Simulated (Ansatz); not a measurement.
## Electronic structure of FGeH3···H2···H2O in real space

```xyz
10

Ge   -1.1433   -1.0278   -0.8501
H     3.0272    0.1809   -0.1549
H     0.3132   -1.0395   -1.3157
H    -1.3614   -1.6942    0.5087
H    -2.1176   -1.5281   -1.9233
H    -0.4069    1.2912    0.8246
F    -1.5637    0.6663   -0.6283
H     2.3950    0.3404    0.2134
O     0.2765    1.0073    1.4432
H     0.5808    1.8034    1.8825
```

The product side of a reaction path; geometry: PBE0-D4/def2-TZVP; a saddle point, not a minimum.

Theory: Ansatz 0.2.0, RKS PBE0-D4/def2-TZVPP.

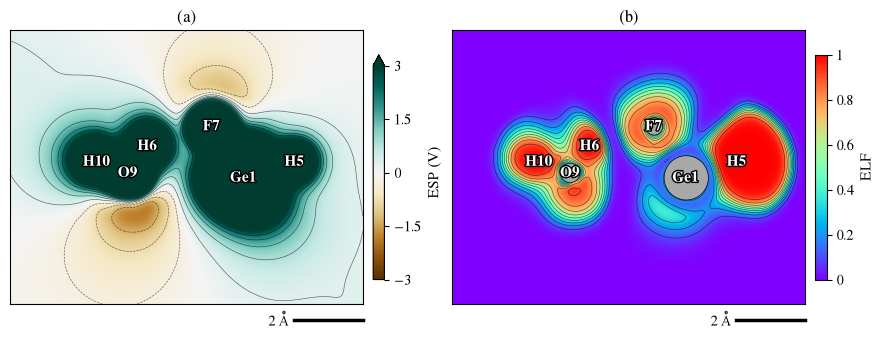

Figure 1. (a) electrostatic potential; (b) electron localisation function on the plane of atoms H5, Ge1 and F7. Grey discs cover the atomic cores in the ELF map.

> Read the bonding off the picture.

Atoms in the plane: Ge, H, F and O.
F7···H6 (1.96 Å): the ELF dips to about 0.05 between them: by its geometry a hydrogen bond between the two molecules, with no shared pair.
Ge–F (1.76 Å): the ELF peaks at about 0.80 in the valence shell of F, 0.6 Å from its nucleus, and is about 0.20 at the midpoint.
O–H (0.96 Å): the ELF climbs to about 1 towards the hydrogen, as it does in any bond to H: an ordinary covalent bond to hydrogen.
Ge–H (1.53 Å): the ELF climbs to about 1 towards the hydrogen.
The ELF also peaks beside O9 and F7, away from the bonds: lone-pair regions.
Outside the dense part of the complex the potential is most negative (−1.8 V) near O9.

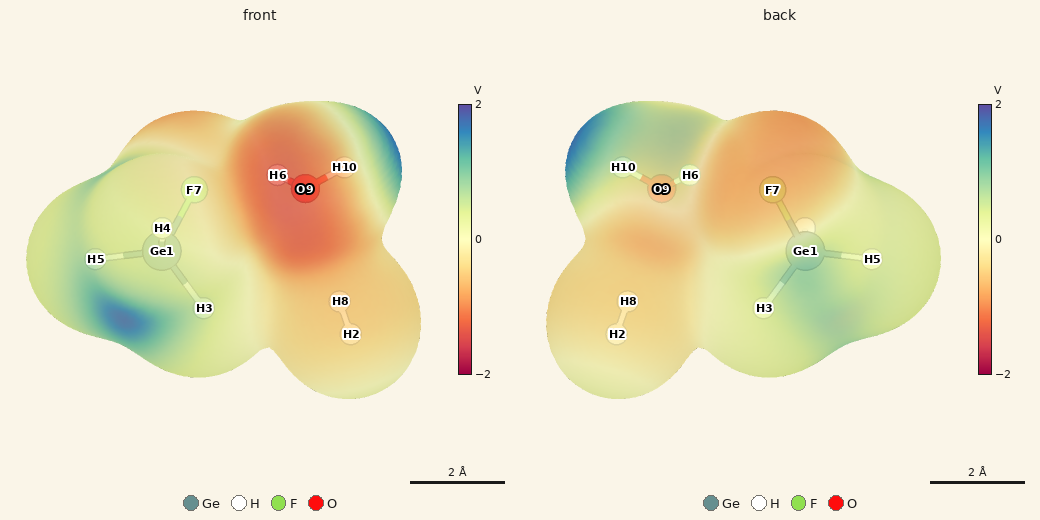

Figure 2. The molecular electrostatic potential painted on the density surface at 0.001 e/bohr³, seen from the front and from behind; the colour scale runs from red (negative) to blue (positive).

> Where is the surface potential most negative and most positive?

The most negative region (about −1.4 V) lies over O9, the most positive (about +1.7 V) over Ge1 and H10. O9 is the likeliest acceptor of a hydrogen bond.

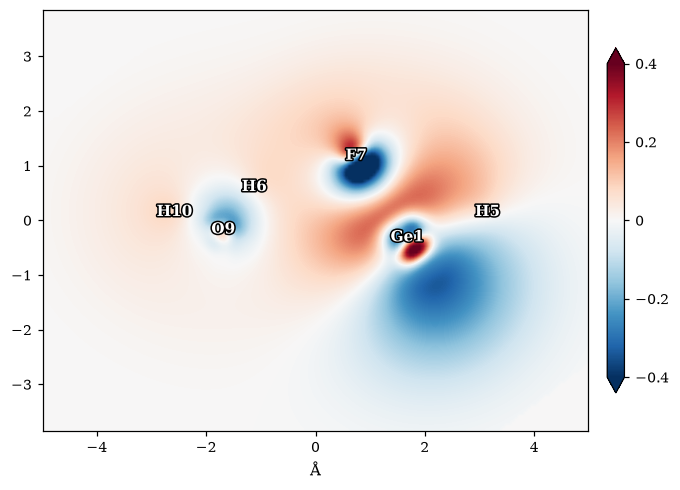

Figure 3. The LUMO on the plane of atoms H5, Ge1 and F7 (values in Å⁻³ᐟ²; the overall sign is arbitrary).

> What is the character of this orbital?

By Hirshfeld shares it lies mainly on Ge1 (about 60 %) and F7 (about 10 %). Its energy is −0.28 eV.
